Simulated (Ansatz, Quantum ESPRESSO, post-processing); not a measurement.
# Ti2NF2 MXene, 1 layer: capacitance across a vacuum gap, part 4 of 5

How does the Fermi level of Ti2NF2 MXene, 1 layer move as charge is added against a counter-electrode?

Quantum ESPRESSO 7.5; plane-wave DFT, LDA, GBRV ultrasoft pseudopotentials; geometry by Ansatz 0.2.0 with PAW datasets.

So far. Step 6 (SCF with pw.x: charge 0.0119 e): The electrode's potential over the Fermi level goes from 4.875 to 6.672 eV, the far face's from 4.878 to 4.879 eV. Step 7 (Self-consistent run: charge 0.0238 e): The electrode's potential over the Fermi level goes from 6.672 to 8.470 eV, the far face's from 4.879 to 4.880 eV.

### 8. Ground state: charge 0.0477 e

q5.in reads:

```
&control
  prefix = 'q5'
  outdir = './out'
  pseudo_dir = './pseudo'
  calculation = 'scf'
  tprnfor = .true.
/
&system
  ibrav = 0
  nat = 5
  ntyp = 3
  ecutwfc = 40
  ecutrho = 200
  occupations = 'smearing'
  smearing = 'fd'
  degauss = 0.004
  assume_isolated = 'esm'
  esm_bc = 'bc3'
  tot_charge = 0.0477
/
&electrons
  conv_thr = 1e-08
  mixing_beta = 0.4
  electron_maxstep = 120
  mixing_mode = 'local-TF'
  startingpot = 'file'
/
ATOMIC_SPECIES
  F   18.9984  f_lda_v1.4.uspp.F.UPF
  Ti  47.8670  ti_lda_v1.4.uspp.F.UPF
  N   14.0070  n_lda_v1.2.uspp.F.UPF
CELL_PARAMETERS angstrom
  3.05869780066966 0.00000000000000 0.00000000000000
  -1.52934890033483 2.64890999787952 -0.00000000000000
  0.00000000000000 -0.00000000000000 20.37238627110000
ATOMIC_POSITIONS crystal
  F   0.333333333333 0.666666666667 -0.064564680053
  Ti  0.666666666667 0.333333333333 -0.003341928894
  N   -0.000000000000 -0.000000000000 0.049086047237
  Ti  0.333333333333 0.666666666667 0.101514023077
  F   0.666666666667 0.333333333333 0.162736782888
K_POINTS automatic
  24 24 1 0 0 0
```

Run with:

```bash
cp -r out/q4.save out/q5.save
OMP_NUM_THREADS=1 mpirun -n 4 pw.x -nk 4 -in q5.in > q5.out
```

Log:

```text
[banner, memory and clock lines left out]
Program PWSCF v.7.5 starts
[...]
Message from routine setup:
[...]
number of electrons       =        42.95
     number of Kohn-Sham states=           26
     kinetic-energy cutoff     =      40.0000  Ry
     charge density cutoff     =     200.0000  Ry
[...]
number of k points=    61  Fermi-Dirac smearing, width (Ry)=  0.0040
[...]
Dense  grid:    53051 G-vectors     FFT dimensions: (  25,  25, 180)
[...]
The initial density is read from file :
[...]
negative rho (up, down):  3.333E-03 0.000E+00
     Starting wfcs are   32 randomized atomic wfcs
[...]
negative rho (up, down):  3.153E-03 0.000E+00
[...]
estimated scf accuracy    <       0.16940096 Ry
[...]
negative rho (up, down):  3.005E-03 0.000E+00
[...]
estimated scf accuracy    <       0.01267901 Ry
[...]
negative rho (up, down):  2.822E-03 0.000E+00
[...]
estimated scf accuracy    <       0.00475056 Ry
[...]
negative rho (up, down):  2.779E-03 0.000E+00
[...]
estimated scf accuracy    <       0.04719048 Ry
[...]
negative rho (up, down):  2.767E-03 0.000E+00
[...]
estimated scf accuracy    <       0.00097779 Ry
[...]
negative rho (up, down):  2.732E-03 0.000E+00
[...]
estimated scf accuracy    <       0.00084515 Ry
[...]
negative rho (up, down):  2.674E-03 0.000E+00
[...]
estimated scf accuracy    <       0.00016492 Ry
[...]
negative rho (up, down):  2.716E-03 0.000E+00
[...]
estimated scf accuracy    <       0.00110406 Ry
[...]
negative rho (up, down):  2.823E-03 0.000E+00
[...]
estimated scf accuracy    <       0.00026396 Ry
[...]
negative rho (up, down):  2.881E-03 0.000E+00
[...]
estimated scf accuracy    <       0.00013115 Ry
[...]
negative rho (up, down):  2.952E-03 0.000E+00
[...]
estimated scf accuracy    <       0.00006863 Ry
[...]
negative rho (up, down):  3.033E-03 0.000E+00
[...]
estimated scf accuracy    <       0.00001371 Ry
[...]
negative rho (up, down):  3.047E-03 0.000E+00
[...]
estimated scf accuracy    <       0.00001067 Ry
[...]
negative rho (up, down):  3.084E-03 0.000E+00
[...]
estimated scf accuracy    <       0.00001192 Ry
[...]
negative rho (up, down):  3.154E-03 0.000E+00
[...]
estimated scf accuracy    <       0.00000251 Ry
[...]
negative rho (up, down):  3.144E-03 0.000E+00
[...]
estimated scf accuracy    <       0.00000905 Ry
[...]
negative rho (up, down):  3.146E-03 0.000E+00
[...]
estimated scf accuracy    <       0.00000603 Ry
[...]
negative rho (up, down):  3.170E-03 0.000E+00
[...]
estimated scf accuracy    <       0.00000754 Ry
[...]
negative rho (up, down):  3.196E-03 0.000E+00
[...]
estimated scf accuracy    <       0.00000737 Ry
[...]
negative rho (up, down):  3.245E-03 0.000E+00
[...]
estimated scf accuracy    <       0.00000654 Ry
[...]
negative rho (up, down):  3.259E-03 0.000E+00
[...]
estimated scf accuracy    <       0.00000417 Ry
[...]
negative rho (up, down):  3.245E-03 0.000E+00
[...]
estimated scf accuracy    <       0.00000658 Ry
[...]
negative rho (up, down):  3.248E-03 0.000E+00
[...]
estimated scf accuracy    <       0.00000326 Ry
[...]
negative rho (up, down):  3.272E-03 0.000E+00
[...]
estimated scf accuracy    <       0.00000075 Ry
[...]
negative rho (up, down):  3.272E-03 0.000E+00
[...]
estimated scf accuracy    <       0.00000072 Ry
[...]
negative rho (up, down):  3.294E-03 0.000E+00
[...]
estimated scf accuracy    <       0.00000054 Ry
[...]
negative rho (up, down):  3.326E-03 0.000E+00
[...]
estimated scf accuracy    <       0.00000006 Ry
[...]
negative rho (up, down):  3.342E-03 0.000E+00
[...]
estimated scf accuracy    <       0.00000003 Ry
[...]
negative rho (up, down):  3.355E-03 0.000E+00
[...]
estimated scf accuracy    <       0.00000004 Ry
[...]
negative rho (up, down):  3.357E-03 0.000E+00
[...]
estimated scf accuracy    <       0.00000003 Ry
[...]
negative rho (up, down):  3.356E-03 0.000E+00
[...]
estimated scf accuracy    <       0.00000002 Ry
[...]
negative rho (up, down):  3.357E-03 0.000E+00
[...]
estimated scf accuracy    <       0.00000001 Ry
[...]
negative rho (up, down):  3.360E-03 0.000E+00
[...]
estimated scf accuracy    <       0.00000001 Ry
[...]
negative rho (up, down):  3.359E-03 0.000E+00
[...]
estimated scf accuracy    <       0.00000002 Ry
[...]
negative rho (up, down):  3.360E-03 0.000E+00
[...]
estimated scf accuracy    <       0.00000005 Ry
[...]
negative rho (up, down):  3.353E-03 0.000E+00
[...]
estimated scf accuracy    <       0.00000004 Ry
[...]
negative rho (up, down):  3.351E-03 0.000E+00
[...]
estimated scf accuracy    <       0.00000005 Ry
[...]
negative rho (up, down):  3.354E-03 0.000E+00
[...]
estimated scf accuracy    <       0.00000004 Ry
[...]
negative rho (up, down):  3.358E-03 0.000E+00
[...]
estimated scf accuracy    <       0.00000004 Ry
[...]
negative rho (up, down):  3.354E-03 0.000E+00
[...]
estimated scf accuracy    <       0.00000003 Ry
[...]
negative rho (up, down):  3.356E-03 0.000E+00
[...]
estimated scf accuracy    <       0.00000002 Ry
[...]
negative rho (up, down):  3.357E-03 0.000E+00
[...]
estimated scf accuracy    <       0.00000003 Ry
[...]
negative rho (up, down):  3.360E-03 0.000E+00
[...]
the Fermi energy is   -12.0916 ev
!    total energy              =    -356.35647785 Ry
     estimated scf accuracy    <          7.3E-09 Ry
     smearing contrib. (-TS)   =      -0.00109892 Ry
     internal energy E=F+TS    =    -356.35537894 Ry
[...]
one-electron contribution =  -25175.60598131 Ry
     hartree contribution      =   12571.06434969 Ry
     xc contribution           =     -59.55997755 Ry
     ewald contribution        =   12307.74623023 Ry
     convergence has been achieved in  43 iterations
     negative rho (up, down):  3.360E-03 0.000E+00
[...]
Total force =     0.049550     Total SCF correction =     0.000355
[...]
```

Elapsed: 2.5 min, on 4 MPI ranks of Arm Neoverse V2, shared host; peak memory 0.47 GiB; 9.8 min of CPU time.

Numbers from this step:

```
Fermi energy                                                   : -12.09 eV
vacuum line at the lower end of the cell, over the Fermi level : 4.888 eV
slope of the potential above                                   : 1.064 eV/Å
vacuum line at the upper end of the cell, over the Fermi level : 12.09 eV
```

The electrode's potential over the Fermi level goes from 8.470 to 12.092 eV, the far face's from 4.880 to 4.888 eV.

Gauss's law asks for a slope of 180.95 q/A = 1.065 eV/Å in the gap; the run gives 1.064.

Each curve counts from the Fermi level of its own run.

The potential energy (potential at -0.0238 e) oscillates, so the rows of the table below give means over windows of 2.5 Å about each position, cut where the curve ends. Its maxima inside the range that stand out by 2 % of the span (Å: eV): -0.9: -6.29, 0.6: -10.5, 1.4: -10.4, 2.9: -6.51, 4.6: 4.11. Its minima: -1.2: -7.69, -0.1: -18.8, 1.0: -12.8, 2.0: -18.8, 3.2: -7.78.

The runs together. Table of potential energy by z; means over each step:

| z (Å) | potential at -0.0238 e (eV) | potential at -0.0119 e (eV) | potential at 0 e (eV) | potential at 0.0119 e (eV) | potential at 0.0238 e (eV) | potential at 0.0477 e (eV) |
| --- | --- | --- | --- | --- | --- | --- |
| -10.0 | 4.87 | 4.87 | 4.88 | 4.88 | 4.88 | 4.89 |
| -7.5 | 4.87 | 4.87 | 4.88 | 4.88 | 4.88 | 4.89 |
| -5.0 | 4.87 | 4.87 | 4.88 | 4.88 | 4.88 | 4.89 |
| -2.5 | 2.57 | 2.57 | 2.57 | 2.58 | 2.58 | 2.58 |
| 0.0 | -12.2 | -12.2 | -12.2 | -12.2 | -12.2 | -12.2 |
| 2.5 | -10.7 | -10.7 | -10.6 | -10.6 | -10.5 | -10.5 |
| 5.0 | 3.58 | 4.00 | 4.43 | 4.86 | 5.29 | 6.16 |
| 7.5 | 2.72 | 3.79 | 4.88 | 5.96 | 7.04 | 9.23 |
| 10.0 | 1.70 | 3.29 | 4.88 | 6.47 | 8.06 | 11.3 |

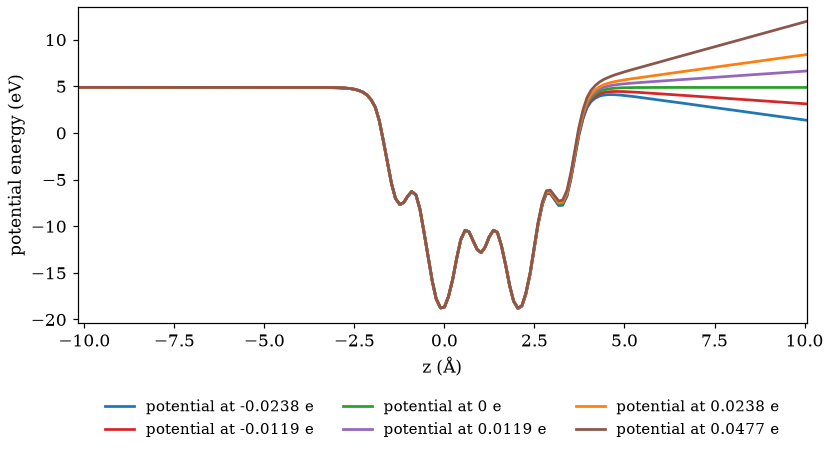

Potential energy against z.

### 9. Potential against charge, and the capacitance

Read from the output:

| Item | Value |
| --- | --- |
| mean capacitance (straight-line fit) | 1.309 μF/cm² |
| effective gap ε₀/C | 6.765 Å |

Table of electrode's potential less the Fermi level by charge of the slab:

| charge of the slab (1e13 e/cm²) | electrode's potential less the Fermi level (eV) |
| --- | --- |
| -2.94 | 1.29 |
| -1.47 | 3.08 |
| 0.00 | 4.88 |
| 1.47 | 6.67 |
| 2.94 | 8.47 |
| 5.89 | 12.1 |

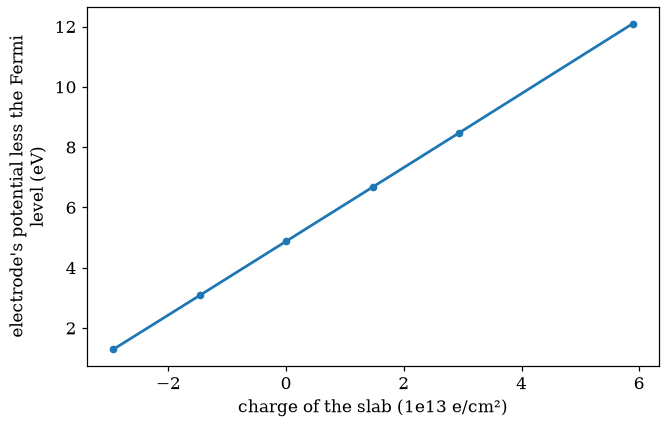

Electrode's potential less the Fermi level, plotted against charge of the slab.

Table of differential capacitance by charge of the slab:

| charge of the slab (1e13 e/cm²) | differential capacitance (μF/cm²) |
| --- | --- |
| -2.20 | 1.31 |
| -0.73 | 1.31 |
| 0.73 | 1.31 |
| 2.20 | 1.31 |
| 4.41 | 1.30 |

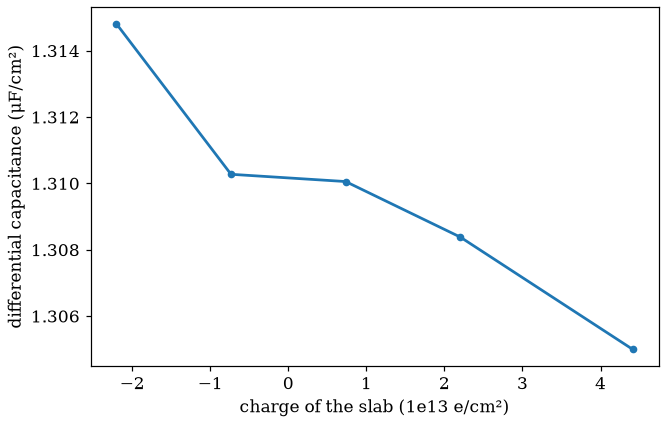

Differential capacitance against charge of the slab.

### 10. SCF with pw.x: between two electrodes with a field of -0.004 Ry/bohr

bc2 puts electrodes at both ends of the cell; esm_efield times the cell length sets the bias between them, and the slab stays neutral.

bc2.in reads:

```
&control
  prefix = 'bc2'
  outdir = './out'
  pseudo_dir = './pseudo'
  calculation = 'scf'
  tprnfor = .true.
/
&system
  ibrav = 0
  nat = 5
  ntyp = 3
  ecutwfc = 40
  ecutrho = 200
  occupations = 'smearing'
  smearing = 'fd'
  degauss = 0.004
  assume_isolated = 'esm'
  esm_bc = 'bc2'
  esm_efield = -0.004
/
&electrons
  conv_thr = 1e-07
  mixing_beta = 0.4
  electron_maxstep = 120
  mixing_mode = 'local-TF'
/
ATOMIC_SPECIES
  F   18.9984  f_lda_v1.4.uspp.F.UPF
  Ti  47.8670  ti_lda_v1.4.uspp.F.UPF
  N   14.0070  n_lda_v1.2.uspp.F.UPF
CELL_PARAMETERS angstrom
  3.05869780066966 0.00000000000000 0.00000000000000
  -1.52934890033483 2.64890999787952 -0.00000000000000
  0.00000000000000 -0.00000000000000 20.37238627110000
ATOMIC_POSITIONS crystal
  F   0.333333333333 0.666666666667 -0.113650731471
  Ti  0.666666666667 0.333333333333 -0.052427980312
  N   -0.000000000000 -0.000000000000 -0.000000004181
  Ti  0.333333333333 0.666666666667 0.052427971659
  F   0.666666666667 0.333333333333 0.113650731471
K_POINTS automatic
  24 24 1 0 0 0
```

Run with:

```bash
OMP_NUM_THREADS=1 mpirun -n 4 pw.x -nk 4 -in bc2.in > bc2.out
```

Log:

```text
[banner, memory and clock lines left out]
Program PWSCF v.7.5 starts
[citation notice left out]

[...]
Message from routine setup:
[...]
bravais-lattice index     =            0
     lattice parameter (alat)  =       5.7801  a.u.
     unit-cell volume          =    1113.8899 (a.u.)^3
     number of atoms/cell      =            5
     number of atomic types    =            3
     number of electrons       =        43.00
     number of Kohn-Sham states=           26
     kinetic-energy cutoff     =      40.0000  Ry
     charge density cutoff     =     200.0000  Ry
     scf convergence threshold =      1.0E-07
     mixing beta               =       0.4000
     number of iterations used =            8  local-TF  mixing
     Exchange-correlation= SLA  PZ   NOGX NOGC
                           (   1   1   0   0   0   0   0)

     Effective Screening Medium Method
     Boundary Conditions: Metal-Slab-Metal
     total charge in unit cell        =   0.0000
     field strength                   =  -0.0040 Ry/a.u.
     grid points for fit at edges     =        4

[...]
PseudoPot. # 1 for F  read from file:
     ./pseudo/f_lda_v1.4.uspp.F.UPF
     Pseudo is Ultrasoft, Zval =  7.0
     Generated by new atomic code, or converted to UPF format
     Using radial grid of  799 points,  4 beta functions with:
                l(1) =   0
                l(2) =   0
                l(3) =   1
                l(4) =   1
     Q(r) pseudized with  8 coefficients,  rinner =    0.950   0.950   0.950

     PseudoPot. # 2 for Ti read from file:
     ./pseudo/ti_lda_v1.4.uspp.F.UPF
     Pseudo is Ultrasoft + core correction, Zval = 12.0
     Generated by new atomic code, or converted to UPF format
     Using radial grid of  851 points,  6 beta functions with:
                l(1) =   0
                l(2) =   0
                l(3) =   1
                l(4) =   1
                l(5) =   2
                l(6) =   2
     Q(r) pseudized with  6 coefficients,  rinner =    1.000   1.000   1.000
                                                       1.000   1.000

     PseudoPot. # 3 for N  read from file:
     ./pseudo/n_lda_v1.2.uspp.F.UPF
     Pseudo is Ultrasoft + core correction, Zval =  5.0
     Generated by new atomic code, or converted to UPF format
     Using radial grid of  729 points,  4 beta functions with:
                l(1) =   0
                l(2) =   0
                l(3) =   1
                l(4) =   1
     Q(r) pseudized with  8 coefficients,  rinner =    0.900   0.900   0.900

     atomic species   valence    mass     pseudopotential
     F                 7.00    18.99840     F ( 1.00)
     Ti               12.00    47.86700     Ti( 1.00)
     N                 5.00    14.00700     N ( 1.00)

      6 Sym. Ops. (no inversion) found

[...]
number of k points=    61  Fermi-Dirac smearing, width (Ry)=  0.0040
[...]
Dense  grid:    53051 G-vectors     FFT dimensions: (  25,  25, 180)

     Smooth grid:    38069 G-vectors     FFT dimensions: (  24,  24, 160)

     Check: negative core charge=   -0.000002

     Initial potential from superposition of free atoms

     starting charge      40.9999, renormalised to      43.0000

     negative rho (up, down):  3.341E-03 0.000E+00
     Starting wfcs are   32 randomized atomic wfcs

     per-process dynamical memory:    71.8 Mb

     Self-consistent Calculation

     iteration #  1     ecut=    40.00 Ry     beta= 0.40
     Davidson diagonalization with overlap
     ethr =  1.00E-02,  avg # of iterations =  4.2

     negative rho (up, down):  1.536E-03 0.000E+00

     total energy              =    -356.31607367 Ry
     estimated scf accuracy    <       2.33267700 Ry

     iteration #  2     ecut=    40.00 Ry     beta= 0.40
[...]
negative rho (up, down):  1.754E-04 0.000E+00

[...]
total energy              =    -355.89227874 Ry
     estimated scf accuracy    <       1.29405278 Ry

     iteration #  3     ecut=    40.00 Ry     beta= 0.40
[...]
negative rho (up, down):  2.021E-04 0.000E+00

[...]
total energy              =    -356.46095462 Ry
     estimated scf accuracy    <       0.65672890 Ry

     iteration #  4     ecut=    40.00 Ry     beta= 0.40
[...]
negative rho (up, down):  1.967E-04 0.000E+00

[...]
total energy              =    -356.19651567 Ry
     estimated scf accuracy    <       0.49051640 Ry

     iteration #  5     ecut=    40.00 Ry     beta= 0.40
[...]
negative rho (up, down):  4.507E-05 0.000E+00

[...]
total energy              =    -356.38005660 Ry
     estimated scf accuracy    <       0.54816517 Ry

     iteration #  6     ecut=    40.00 Ry     beta= 0.40
[...]
negative rho (up, down):  1.656E-05 0.000E+00

[...]
total energy              =    -356.34999722 Ry
     estimated scf accuracy    <       0.28068847 Ry

[...]
iteration # 44     ecut=    40.00 Ry     beta= 0.40
[...]
negative rho (up, down):  3.389E-03 0.000E+00

[...]
total energy              =    -356.38729202 Ry
     estimated scf accuracy    <       0.00000023 Ry

     iteration # 45     ecut=    40.00 Ry     beta= 0.40
[...]
negative rho (up, down):  3.354E-03 0.000E+00

[...]
total energy              =    -356.38730846 Ry
     estimated scf accuracy    <       0.00000030 Ry

     iteration # 46     ecut=    40.00 Ry     beta= 0.40
[...]
negative rho (up, down):  3.337E-03 0.000E+00

[...]
total energy              =    -356.38733721 Ry
     estimated scf accuracy    <       0.00000020 Ry

     iteration # 47     ecut=    40.00 Ry     beta= 0.40
[...]
negative rho (up, down):  3.315E-03 0.000E+00

[...]
End of self-consistent calculation

          k = 0.0000 0.0000 0.0000 (  4751 PWs)   bands (ev):

   -63.2651 -63.1398 -40.2196 -39.6749 -39.6449 -39.6449 -39.5587 -39.5587
   -31.0057 -30.9070 -21.9839 -14.2316 -12.9867 -12.9867 -12.9294 -12.5698
   -12.5698 -11.0449 -10.7515 -10.7515  -6.5825  -6.5825  -5.8158  -4.6214
    -4.4960  -4.4958

          k = 0.0000 0.0481 0.0000 (  4726 PWs)   bands (ev):

   -63.2637 -63.1393 -40.2164 -39.6941 -39.6480 -39.6342 -39.5661 -39.5588
   -31.0016 -30.9035 -21.9747 -14.2066 -13.1042 -12.9802 -12.8180 -12.6087
   -12.5723 -11.0328 -10.8049 -10.7673  -6.6139  -6.5526  -5.8172  -4.6588
    -4.6179  -4.5170

[...]
the Fermi energy is    -5.9226 ev

!    total energy              =    -356.38732293 Ry
     estimated scf accuracy    <       0.00000010 Ry
     smearing contrib. (-TS)   =      -0.00118248 Ry
     internal energy E=F+TS    =    -356.38614045 Ry

     The total energy is F=E-TS. E is the sum of the following terms:
     one-electron contribution =  -12778.47156141 Ry
     hartree contribution      =    6382.12901673 Ry
     xc contribution           =     -59.60578640 Ry
     ewald contribution        =    6099.56219062 Ry

     convergence has been achieved in  47 iterations

     negative rho (up, down):  3.315E-03 0.000E+00

     Forces acting on atoms (cartesian axes, Ry/au):

     atom    1 type  1   force =     0.00000000   -0.00000000    0.02423373
     atom    2 type  2   force =     0.00000000    0.00000000    0.00559784
     atom    3 type  3   force =     0.00000000   -0.00000000   -0.00033882
     atom    4 type  2   force =     0.00000000    0.00000000   -0.00161954
     atom    5 type  1   force =     0.00000000    0.00000000   -0.02775271

     Total force =     0.037304     Total SCF correction =     0.001045

[...]
```

Wall time 2.7 min (4 MPI ranks); peak memory 0.47 GiB; 11 min of CPU time.

This step gave:

| Item | Value |
| --- | --- |
| Fermi energy | -5.923 eV |
| slope of the potential below | 0.1351 eV/Å |
| vacuum line at the lower end of the cell, over the Fermi level | 3.827 eV |
| slope of the potential above | 0.1351 eV/Å |
| vacuum line at the upper end of the cell, over the Fermi level | 5.923 eV |

The potential energy, planar mean oscillates, so the rows of the table below give means over windows of 2 Å about each position, cut where the curve ends. Its maxima inside the range that stand out by 2 % of the span (Å: eV): -4.0: 4.63, -1.9: -6.36, -0.3: -10.5, 0.3: -10.5, 1.9: -6.29. Its minima: -2.3: -7.69, -1.0: -18.8, 0.0: -12.8, 1.0: -18.8, 2.3: -7.60.

Electrostatic potential energy of an electron; zero at the Fermi level. Potential energy, planar mean against z; means over each step:

| z (Å) | potential energy, planar mean (eV) |
| --- | --- |
| -10 | 3.91 |
| -8 | 4.12 |
| -6 | 4.39 |
| -4 | 4.46 |
| -2 | -7.97 |
| 0 | -13.2 |
| 2 | -7.90 |
| 4 | 4.89 |
| 6 | 5.36 |
| 8 | 5.63 |
| 10 | 5.83 |

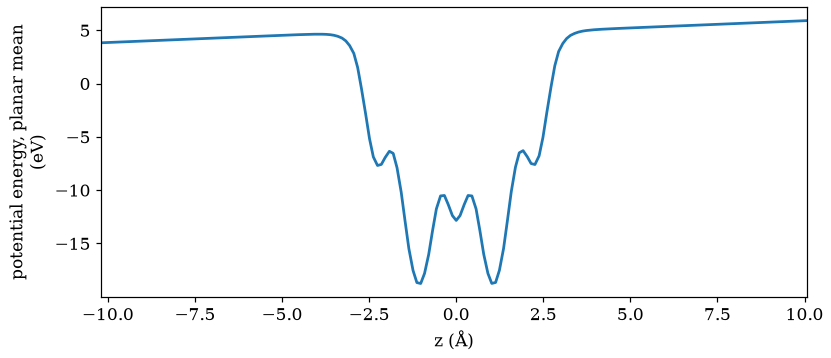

Potential energy, planar mean, plotted against z.

The set field of -0.103 V/Å over 20.4 Å is a bias of 2.10 V; the two ends of the cell differ by 2.10 eV. The slope in the vacuum is 0.135 eV/Å in size, more than the set field, because the slab carries little of the drop.

[end of part 4 of 5]

[Logs are printed without paths, hosts, clocks, repeated set-up lines and the standing remarks that a program may print on its own settings, such as how far it seeks lower states.]

[Hosts, paths, dates, database ids (printed as entryN), source tags and the programs' standing remarks are cut or masked in the printed files.]

[Maps of the electrostatic potential energy from Ansatz leave out the sawtooth potential of an applied field or a dipole correction, so their vacuum need not be flat; planar profiles and work functions include it.]
